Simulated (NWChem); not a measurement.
# UHF/3-21G run of C2HF2Ge (SMILES C#[C][Ge]([F])[F])

What is the vertical doublet–quartet gap of C2HF2Ge at UHF/3-21G? 

The calculation is run with NWChem 7.3.0.

**1. The system as given**

C2HF2Ge has 6 atoms, charge 0, and is taken as a doublet. SMILES: `C#[C][Ge]([F])[F]`. The shape is that of a PBE0-D4/def2-TZVP optimisation.

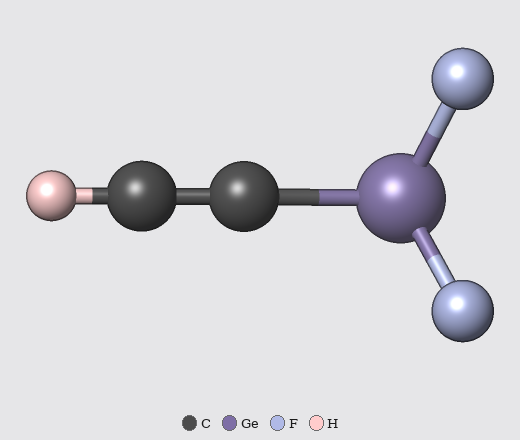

The structure, seen from a chosen angle (carbon dark grey, germanium purple, fluorine light blue, hydrogen pink).

**2. Energy and gradient at UHF/3-21G**

The input, run.py:

```python
from ase import Atoms
from ase.calculators.nwchem import NWChem

molecule = Atoms(['C', 'C', 'Ge', 'F', 'F', 'H'], positions=[
    [-0.190100, 0.518400, 1.692900],
    [-0.131400, 0.204200, 0.530300],
    [-0.289600, -0.139700, -1.323100],
    [-0.276600, -1.850600, -1.565100],
    [1.142900, 0.424100, -2.108200],
    [-0.213200, 0.779700, 2.727000],
])

calc = NWChem(
    label='a',
    theory='scf',
    memory='2200 mb',
    basis='3-21G',
    basispar='spherical bse',
    scf={'nopen': '1', 'uhf': None, 'thresh': '1e-08', 'maxiter': '80'},
)
molecule.calc = calc

forces = molecule.get_forces()
print("Total energy (eV):", round(molecule.get_potential_energy(), 6))
print("forces (eV/A):")
for s, f in zip(molecule.symbols, forces):
    print(f"{s:2s} {f[0]:10.5f} {f[1]:10.5f} {f[2]:10.5f}")
```

Command:

```sh
export ASE_NWCHEM_COMMAND="nwchem PREFIX.nwi > PREFIX.nwo"
python run.py
```

The log of the run:

```text
Total energy (eV): -63649.292257
forces (eV/A):
C     0.37343   -0.37194   -0.58205
C    -0.57629    0.66494    1.28041
Ge    1.53716   -1.12347   -0.70361
F    -0.01723    1.47838    0.06649
F    -1.27290   -0.53026    0.54718
H    -0.04417   -0.11765   -0.60848
```

The calculator wrote a.nwi:

```
title "a"

permanent_dir a

scratch_dir a

start a

geometry units angstrom nocenter noautosym noautoz
  C  -1.9009999999999999e-01 5.1839999999999997e-01 1.6929000000000001e+00
  C  -1.3139999999999999e-01 2.0419999999999999e-01 5.3029999999999999e-01
  Ge -2.8960000000000002e-01 -1.3969999999999999e-01 -1.3230999999999999e+00
  F  -2.7660000000000001e-01 -1.8506000000000000e+00 -1.5650999999999999e+00
  F  1.1429000000000000e+00 4.2409999999999998e-01 -2.1082000000000001e+00
  H  -2.1320000000000000e-01 7.7969999999999995e-01 2.7269999999999999e+00
end

memory 2200 mb

basis spherical bse noprint
   * library 3-21G
end

scf
  nopen 1
  uhf
  thresh 1e-08
  maxiter 80
end

task scf gradient
```

a.nwo, shortened:

```text
[...]
  functions       =    60
[...]
  wavefunction    = UHF
[...]
         Total SCF energy =  -2339.068366459860
      One electron energy =  -3936.541448078087
      Two electron energy =   1259.033562050975
 Nuclear repulsion energy =    338.439519567253
                       Sz =      0.5000
                 Sz(Sz+1) =      0.7500
                      S^2 =      0.7701
[...]
                         UHF ENERGY GRADIENTS
    atom               coordinates                        gradient
                 x          y          z           x          y          z
   1 C      -0.359237   0.979634   3.199117   -0.007262   0.007233   0.011319
   2 C      -0.248310   0.385882   1.002122    0.011207  -0.012931  -0.024900
   3 Ge     -0.547265  -0.263995  -2.500296   -0.029893   0.021848   0.013683
   4 F      -0.522698  -3.497127  -2.957610    0.000335  -0.028750  -0.001293
   5 F       2.159768   0.801433  -3.983920    0.024754   0.010312  -0.010641
   6 H      -0.402890   1.473419   5.153283    0.000859   0.002288   0.011833
[...]
```

It took 11 s on 1 thread of AMD EPYC 9R45 (Zen 5), shared host; peak memory 0.098 GiB.

**3. The quartet: the energy at UHF/3-21G**

The input, run.py:

```python
from ase import Atoms
from ase.calculators.nwchem import NWChem

molecule = Atoms(['C', 'C', 'Ge', 'F', 'F', 'H'], positions=[
    [-0.190100, 0.518400, 1.692900],
    [-0.131400, 0.204200, 0.530300],
    [-0.289600, -0.139700, -1.323100],
    [-0.276600, -1.850600, -1.565100],
    [1.142900, 0.424100, -2.108200],
    [-0.213200, 0.779700, 2.727000],
])

calc = NWChem(
    label='geom',
    theory='scf',
    memory='2200 mb',
    basis='3-21G',
    basispar='spherical bse',
    scf={'nopen': '3', 'uhf': None, 'thresh': '1e-08', 'maxiter': '80'},
    task='energy',
)
molecule.calc = calc

print("Total energy (eV):", round(molecule.get_potential_energy(), 6))
```

Command:

```sh
export ASE_NWCHEM_COMMAND="nwchem PREFIX.nwi > PREFIX.nwo"
python run.py
```

The log of the run:

```text
Total energy (eV): -63644.677225
```

The calculator wrote geom.nwi:

```
title "geom"

permanent_dir geom

scratch_dir geom

start geom

geometry units angstrom nocenter noautosym noautoz
  C  -1.9009999999999999e-01 5.1839999999999997e-01 1.6929000000000001e+00
  C  -1.3139999999999999e-01 2.0419999999999999e-01 5.3029999999999999e-01
  Ge -2.8960000000000002e-01 -1.3969999999999999e-01 -1.3230999999999999e+00
  F  -2.7660000000000001e-01 -1.8506000000000000e+00 -1.5650999999999999e+00
  F  1.1429000000000000e+00 4.2409999999999998e-01 -2.1082000000000001e+00
  H  -2.1320000000000000e-01 7.7969999999999995e-01 2.7269999999999999e+00
end

memory 2200 mb

basis spherical bse noprint
   * library 3-21G
end

scf
  nopen 3
  uhf
  thresh 1e-08
  maxiter 80
end

task scf energy
```

geom.nwo, shortened:

```text
[...]
  functions       =    60
[...]
  wavefunction    = UHF
[...]
         Total SCF energy =  -2338.898767154722
      One electron energy =  -3936.576997046250
      Two electron energy =   1259.238710324275
 Nuclear repulsion energy =    338.439519567253
                       Sz =      1.5000
                 Sz(Sz+1) =      3.7500
                      S^2 =      3.7794
[...]
```

Run time: 9 s. Hardware: 1 thread of AMD EPYC 9R45 (Zen 5), shared host; peak memory 0.099 GiB.

**4. Results**

At UHF/3-21G:

| quantity | value |
| --- | --- |
| doublet: total energy | -2339.06837 Eh |
| doublet: dipole moment | 3.83 D |
| doublet: HOMO energy (highest over α and β) | -10.36 eV |
| doublet: LUMO energy (lowest over α and β) | -0.11 eV |
| doublet: ⟨S²⟩ | 0.770 |
| doublet: largest force on an atom | 2.030 eV/Å |
| quartet: total energy | -2338.89877 Eh |
| quartet: dipole moment | 4.06 D |
| quartet: HOMO energy (highest over α and β) | -6.84 eV |
| quartet: LUMO energy (lowest over α and β) | -0.19 eV |
| quartet: ⟨S²⟩ | 3.779 |
| vertical energy of the quartet above the doublet | 4.615 eV |

In words: At this shape the quartet lies 4.62 eV (445 kJ/mol) above the doublet. The largest force (doublet) is 2.03 eV/Å: the shape isn't a stationary point for this species at this level. Mulliken charges (doublet) run from -0.55 on C2 to +1.58 on Ge3.
